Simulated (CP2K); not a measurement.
# GFN1-xTB run of C2H5FSi (SMILES C=C[SiH2]F)

Aim: the energy difference between two shapes of C2H5FSi at GFN1-xTB, from 2 runs. 

The results are computed with CP2K 2026.2.

3 further runs of the same task are left out: 3 set aside as unsound or not needed.

**1. Starting point**

C2H5FSi has 9 atoms, charge 0, and is taken as a singlet. SMILES: `C=C[SiH2]F`. The coordinates come from a GFN2-xTB relaxation. This is one conformer, not always the lowest.

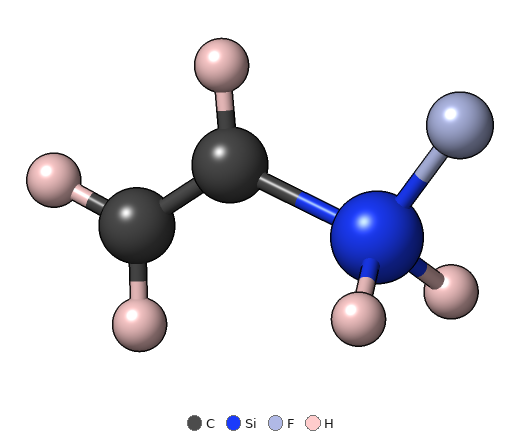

The structure, seen from a chosen angle (carbon dark grey, silicon blue, fluorine light blue, hydrogen pink).

**2. Energy and forces at GFN1-xTB**

job.inp reads:

```
&GLOBAL
 PROJECT job
 RUN_TYPE ENERGY_FORCE
 PRINT_LEVEL MEDIUM
&END GLOBAL

&FORCE_EVAL
 METHOD QUICKSTEP
 &DFT
  &QS
   METHOD XTB
   EPS_DEFAULT 1.0E-10
   &XTB
    GFN_TYPE 1
    CHECK_ATOMIC_CHARGES F
   &END XTB
  &END QS
  &POISSON
   PERIODIC NONE
   POISSON_SOLVER ANALYTIC
  &END POISSON
  &SCF
   SCF_GUESS ATOMIC
   EPS_SCF 1.0E-06
   MAX_SCF 80
   ADDED_MOS 8
   &DIAGONALIZATION
    ALGORITHM STANDARD
   &END DIAGONALIZATION
   &MIXING
    METHOD BROYDEN_MIXING
    ALPHA 0.4
    NBUFFER 8
   &END MIXING
  &END SCF
  &PRINT
   &MOMENTS
    PERIODIC F
    REFERENCE COM
    MAX_MOMENT 1
   &END MOMENTS
   &MO ON
    ENERGIES T
    OCCUPATION_NUMBERS T
    NDIGITS 6
    &EACH
     QS_SCF 0
    &END EACH
    ADD_LAST NUMERIC
   &END MO
   &HIRSHFELD OFF
   &END HIRSHFELD
  &END PRINT
 &END DFT
 &SUBSYS
  &CELL
   ABC 14.5 13.6 12.4
   PERIODIC NONE
  &END CELL
  &COORD
   C      5.683595     7.771520     6.287490
   C      6.917535     7.685400     6.760550
   Si     8.121915     6.294560     6.385070
   F      9.476675     6.658050     7.180730
   H      5.023325     8.590210     6.530820
   H      5.274005     7.021290     5.630230
   H      7.270665     8.474070     7.416170
   H      7.703155     5.009790     6.929200
   H      8.515485     6.237420     4.983830
  &END COORD
 &END SUBSYS
 &PRINT
  &FORCES ON
  &END FORCES
 &END PRINT
&END FORCE_EVAL
```

Launch:

```bash
$ OMP_NUM_THREADS=1 cp2k.psmp -i job.inp -o job.out
```

The program printed:

```text
CP2K| version string:                                       CP2K version 2026.2
[...]
 GLOBAL| Method name                                                        CP2K
[...]
 GLOBAL| Run type                                                   ENERGY_FORCE
[...]
                             - Atoms:                                          9
[...]
                             - Spherical basis functions:                     31
[...]
 Number of electrons:                                                         24
[...]
     1 NoMix/Diag. 0.40E+00    0.0     0.43955765       -13.9200951740 -1.39E+01
[...]
    46 Broy./Diag. 0.40E+00    0.0     0.00000089       -13.9694145898  1.19E-06
  *** SCF run converged in    46 steps ***
[...]
 TB_DIPOLE| Moment [Debye]         -1.55865794      -0.08147405      -0.70405493
 TB_DIPOLE| Derivative [a.u.]       0.00000000       0.00000000       0.00000000
[...]
 ENERGY| Total FORCE_EVAL ( QS ) energy [hartree]            -13.969414777995594
 FORCES| Atomic forces [hartree/bohr]
 FORCES|   Atom     x               y               z               |f|
 FORCES|      1 -1.00861552E-02  2.70862362E-03 -2.55860515E-03   1.07523779E-02
 FORCES|      2  1.60820038E-02 -8.11423315E-03  1.56901815E-03   1.80813009E-02
 FORCES|      3  1.35922753E-02 -4.41228836E-04  5.45049714E-03   1.46510255E-02
 FORCES|      4 -1.07009676E-02 -3.17533168E-03 -6.48128597E-03   1.29073819E-02
 FORCES|      5 -3.51223276E-03  2.64331847E-03  1.37803228E-04   4.39794284E-03
 FORCES|      6 -3.20864344E-03 -1.92350587E-03 -2.55212629E-03   4.52864397E-03
 FORCES|      7 -1.25466308E-03  5.94425471E-03  3.36958594E-03   6.94711832E-03
 FORCES|      8  8.83007707E-04  3.20307592E-03 -2.65834283E-03   4.25513626E-03
 FORCES|      9 -1.79462463E-03 -8.44973184E-04  3.72345577E-03   4.21886005E-03
 FORCES| Sum     7.69783542E-17  4.98299318E-16  1.98192157E-16
 FORCES| Total atomic force                                       5.41763794E-16
[...]
```

It took 0.41 s on 1 thread of Arm Neoverse V1, shared host.

**3. The distorted shape, same level**

gas.inp reads:

```
&FORCE_EVAL
    METHOD QUICKSTEP
    &DFT
        &QS
            METHOD XTB
            EPS_DEFAULT 1.0E-10
            &XTB
                GFN_TYPE 1
                CHECK_ATOMIC_CHARGES F
            &END XTB
        &END QS
        &POISSON
            PERIODIC NONE
            POISSON_SOLVER ANALYTIC
        &END POISSON
        &SCF
            SCF_GUESS ATOMIC
            EPS_SCF 1.0E-06
            MAX_SCF 80
            ADDED_MOS 8
            &DIAGONALIZATION
                ALGORITHM STANDARD
            &END DIAGONALIZATION
            &MIXING
                METHOD BROYDEN_MIXING
                ALPHA 0.4
                NBUFFER 8
            &END MIXING
        &END SCF
        &PRINT
            &MOMENTS
                PERIODIC F
                REFERENCE COM
                MAX_MOMENT 1
            &END MOMENTS
            &MO ON
                ENERGIES T
                OCCUPATION_NUMBERS T
                NDIGITS 6
                &EACH
                    QS_SCF 0
                &END EACH
                ADD_LAST NUMERIC
            &END MO
            &HIRSHFELD OFF
            &END HIRSHFELD
        &END PRINT
    &END DFT
    &SUBSYS
        &CELL
            ABC 14.4 13.5 12.4
            PERIODIC NONE
        &END CELL
        &COORD
            C      5.640295     7.745656     6.256850
            C      6.853419     7.636548     6.757988
            Si     8.071521     6.246144     6.355456
            F      9.405250     6.602610     7.183541
            H      4.994750     8.522776     6.523258
            H      5.250259     6.944270     5.619925
            H      7.245315     8.438588     7.417677
            H      7.653516     4.977224     6.920601
            H      8.445263     6.180150     4.982323
        &END COORD
    &END SUBSYS
    &PRINT
        &FORCES ON
        &END FORCES
    &END PRINT
&END FORCE_EVAL

&GLOBAL
    PROJECT gas
    RUN_TYPE ENERGY_FORCE
    PRINT_LEVEL MEDIUM
&END GLOBAL
```

Launch:

```bash
$ OMP_NUM_THREADS=1 cp2k.psmp -i gas.inp -o gas.out
```

The program printed:

```text
CP2K| version string:                                       CP2K version 2026.2
[...]
 GLOBAL| Method name                                                        CP2K
[...]
 GLOBAL| Run type                                                   ENERGY_FORCE
[...]
                             - Atoms:                                          9
[...]
                             - Spherical basis functions:                     31
[...]
 Number of electrons:                                                         24
[...]
     1 NoMix/Diag. 0.40E+00    0.0     0.44554851       -13.9174878442 -1.39E+01
[...]
    52 Broy./Diag. 0.40E+00    0.0     0.00000083       -13.9669206283  5.04E-06
  *** SCF run converged in    52 steps ***
[...]
 TB_DIPOLE| Moment [Debye]         -1.49014576      -0.08879804      -0.80145567
 TB_DIPOLE| Derivative [a.u.]       0.00000000       0.00000000       0.00000000
[...]
 ENERGY| Total FORCE_EVAL ( QS ) energy [hartree]            -13.966920932708101
 FORCES| Atomic forces [hartree/bohr]
 FORCES|   Atom     x               y               z               |f|
 FORCES|      1 -4.67994284E-03 -2.56711944E-02 -1.13997620E-02   2.84757206E-02
 FORCES|      2  3.61787668E-02 -9.42869863E-04  9.06389240E-03   3.73087967E-02
 FORCES|      3  6.04337966E-03  3.60569330E-03  1.88579284E-02   2.01282122E-02
 FORCES|      4 -8.33431071E-03 -2.28412429E-03 -7.36760781E-03   1.13560382E-02
 FORCES|      5 -2.04329104E-02  2.12507294E-02  2.95093501E-03   2.96277799E-02
 FORCES|      6 -2.18536691E-03  8.42755033E-03  1.82101027E-03   8.89469007E-03
 FORCES|      7 -8.18456388E-03 -4.27038337E-03 -4.69628900E-03   1.03575282E-02
 FORCES|      8 -1.46874460E-04  5.58020078E-04 -2.61625911E-03   2.67913610E-03
 FORCES|      9  1.74182278E-03 -6.73421146E-04 -6.61384813E-03   6.87243987E-03
 FORCES| Sum     1.66967135E-17 -2.51968585E-16 -2.02095285E-16
 FORCES| Total atomic force                                       3.23433845E-16
[...]
```

It took 0.41 s on 1 thread of Arm Neoverse V1, shared host.

**4. Outcome**

Level: GFN1-xTB.

```
                                                  quantity         value
                                 first shape: total energy  -13.96941 Eh
    first shape: dipole moment (from atomic charges alone)        1.71 D
                                  first shape: HOMO energy     -11.95 eV
                                  first shape: LUMO energy      -7.47 eV
                                first shape: HOMO–LUMO gap       4.48 eV
                            first shape: dispersion energy  -6.49 kJ/mol
                     first shape: largest force on an atom    0.930 eV/Å
                             distorted shape: total energy  -13.96692 Eh
distorted shape: dipole moment (from atomic charges alone)        1.69 D
                              distorted shape: HOMO energy     -11.90 eV
                              distorted shape: LUMO energy      -7.40 eV
                            distorted shape: HOMO–LUMO gap       4.50 eV
                        distorted shape: dispersion energy  -6.51 kJ/mol
                 distorted shape: largest force on an atom    1.918 eV/Å
                    energy change with the atoms displaced      0.068 eV
```

**Reading.** With the atoms displaced the energy rises by 0.07 eV (1.6 kcal/mol). The first shape isn't relaxed at this level, so the change isn't measured from a minimum. The largest force (first shape) is 0.93 eV/Å: the shape isn't a stationary point for this species at this level. The dipole (first shape) comes from point charges on the atoms alone, without atomic dipoles, so it is partial. The dipole (distorted shape) comes from point charges on the atoms alone, without atomic dipoles, so it is partial.
